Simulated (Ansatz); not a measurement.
# PBE0/cc-pVTZ run of NO2F (nitryl fluoride)

Aim: the electronic atomisation energy of NO2F (nitryl fluoride) at PBE0/cc-pVTZ, from 4 runs. 

The results are computed with Ansatz 0.2.0.

36 further runs of the same task are left out: 36 set aside as unsound or not needed.

## Step 1: The molecule

NO2F: 4 atoms, total charge 0, spin state singlet. As SMILES, `O=[N+]([O-])F`. The coordinates come from a PBE0-D4/def2-TZVP relaxation.

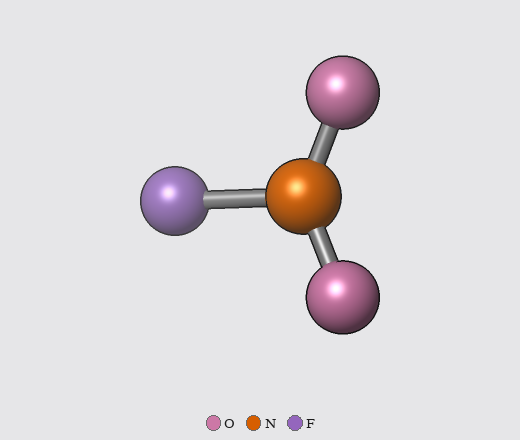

Viewed from a chosen angle; oxygen pink, nitrogen orange, fluorine purple.

## Step 2: A single-point energy at PBE0/cc-pVTZ

run.yaml

```yaml
crystal:
  periodic: [false, false, false]
  atoms:
    - symbol: O
      position_ang: [0.188290, 0.469930, 1.120250]
    - symbol: N
      position_ang: [0.079720, -0.071800, 0.089140]
    - symbol: O
      position_ang: [0.476580, -1.068680, -0.376880]
    - symbol: F
      position_ang: [-0.744590, 0.670550, -0.832510]
basis:
  gaussian:
    orbitals: cc-pVTZ
magnetization:
  spin_polarized: false
hamiltonian:
  xc: {name: PBE0}
accuracy: high
output:
  orbitals: {seedname: orbitals}
```

Run with:

```
$ ansatz run run.yaml --threads 1 --pin off --max-ram 3480MiB --events-out events.jsonl --progress --plain --runs-dir runs
```

Standard output:

```text
Warning: RAYON_NUM_THREADS=1 ignored (pool sized by the plan → 1); use --threads N
Functional definition: PBE0
  name "PBE0"
  parameter a = 0.25
  parameter kappa = 0.804
  parameter beta = 0.06672455060314922
  exchange = (1 - a)*pbe_x(kappa = kappa, mu = beta*pi^2/3) + a*exact_x
  correlation = pbe_c(beta = beta)
2042 factors; integrals over basis functions are off by at most 3.0e-9 eV
mean field evaluation 1: about -8287.1137 eV, gradient 5.6e1 eV
mean field evaluation 2: about -8277.8951 eV, gradient 9.8e1 eV
mean field evaluation 4: about -8291.3870 eV, gradient 5.7e0 eV
mean field evaluation 8: about -8291.4354 eV, gradient 3.2e-2 eV
mean field evaluation 16: about -8291.4354 eV, gradient 2.9e-6 eV
mean field -8291.43536206 eV, -304.7046294188 hartree, gradient 5.2e-8 eV, S^2 0.000000; 0 other end points of the search recorded, 0 dependent functions left out
reference -8291.43536303 eV, -304.7046294546 hartree; 16, 16 occupied and 104, 104 virtual orbitals, 2042 factors
Total energy: -8291.43536303 eV, -304.7046294546 hartree
```

Wall time 5.1 s (1 thread of Arm Neoverse V2, shared host); peak memory 0.34 GiB.

## Step 3: The F atom

in.yaml

```yaml
crystal:
  periodic: [false, false, false]
  atoms:
    - symbol: F
      position_ang: [0.000000, 0.000000, 0.000000]
basis:
  gaussian: {orbitals: cc-pVTZ}
magnetization: {spin_polarized: true, initial_magnetization: 1}
hamiltonian: {xc: pbe0}
accuracy: high
```

Run the same way, it converges to -99.66904 Eh (log not shown).

## Step 4: The N atom, same level

in.yaml

```yaml
crystal:
  periodic: [false, false, false]
  atoms:
    - symbol: "N"
      position_ang: [0.000000, 0.000000, 0.000000]
basis:
  gaussian:
    orbitals: cc-pVTZ
accuracy: high
magnetization:
  spin_polarized: true
  initial_magnetization: 3
hamiltonian:
  xc: {name: PBE0}
```

Run the same way, it converges to -54.54160 Eh (log not shown).

## Step 5: The O atom at the same level

run.yaml

```yaml
crystal:
  periodic: [false, false, false]
  atoms:
    - {symbol: O, position_ang: [0.000000, 0.000000, 0.000000]}
basis:
  gaussian:
    orbitals: cc-pVTZ
magnetization:
  spin_polarized: true
  initial_magnetization: 2
hamiltonian:
  xc: {name: PBE0}
accuracy: high
```

Run with:

```
$ ansatz run run.yaml --threads 1 --pin off --max-ram 3480MiB --events-out events.jsonl --progress --plain --runs-dir runs
```

Standard output:

```text
Warning: RAYON_NUM_THREADS=1 ignored (pool sized by the plan → 1); use --threads N
[... 7 set-up lines as earlier in the session ...]
299 factors; integrals over basis functions are off by at most 2.4e-9 eV
mean field evaluation 1: about -2041.0927 eV, gradient 7.5e0 eV
mean field evaluation 2: about -2041.2059 eV, gradient 3.4e0 eV
mean field evaluation 4: about -2041.2420 eV, gradient 4.8e-2 eV
mean field evaluation 8: about -2041.2422 eV, gradient 1.0e-3 eV
mean field -2041.24223938 eV, -75.0142686934 hartree, gradient 8.5e-9 eV, S^2 2.003065; 0 other end points of the search recorded, 0 dependent functions left out
reference -2041.24224011 eV, -75.0142687203 hartree; 5, 3 occupied and 25, 27 virtual orbitals, 299 factors
Total energy: -2041.24224011 eV, -75.0142687203 hartree
```

Wall time 0.36 s (1 thread of Arm Neoverse V2, shared host).

## Step 6: Results

At PBE0/cc-pVTZ:

```
                     quantity          value
       molecule: total energy  -304.70463 Eh
        molecule: HOMO energy      -10.33 eV
        molecule: LUMO energy       -2.42 eV
      molecule: HOMO–LUMO gap        7.91 eV
         F atom: total energy   -99.66904 Eh
                 F atom: ⟨S²⟩          0.752
         N atom: total energy   -54.54160 Eh
                 N atom: ⟨S²⟩          3.752
         O atom: total energy   -75.01427 Eh
                 O atom: ⟨S²⟩          2.003
electronic atomisation energy      12.665 eV
```

**Reading.** Taking the molecule apart into free atoms costs 12.67 eV (292 kcal/mol), before zero-point energy and without spin-orbit coupling.
